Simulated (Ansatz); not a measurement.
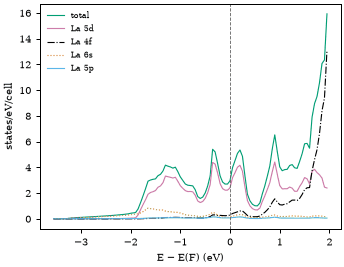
*Total and projected density of states of La (hcp (Mg type), P6_3/mmc), the program Ansatz at the r²SCAN level (PAW)*

Which orbitals carry the states next to the Fermi level?

Within 0.5 eV of the Fermi level: La 5d 79 %, La 4f 9 %, La 6s 7 %. Projections are on Löwdin-orthogonalised atomic valence shells; empty p or d shells of many metals are not among them.

Where is the tallest occupied peak in this window, and what makes it?

Near -0.3 eV, about 5.4 states/eV per cell; the largest projected share is La 5d.

The workflow started from an entry of the Crystallography Open Database (COD). Its sites differ from those of the usual phase in this space group: another stacking or structure type. The cell was relaxed with r²SCAN under the symmetry of its start; whether a distortion lowers the energy is not shown. Spin–orbit coupling is left out wherever it is not named.

Potentials: the earlier of the program's two PAW sets. The files were generated under PBE; for other functionals the program regenerates the frozen cores, and for LDA and PBEsol the local potential too.
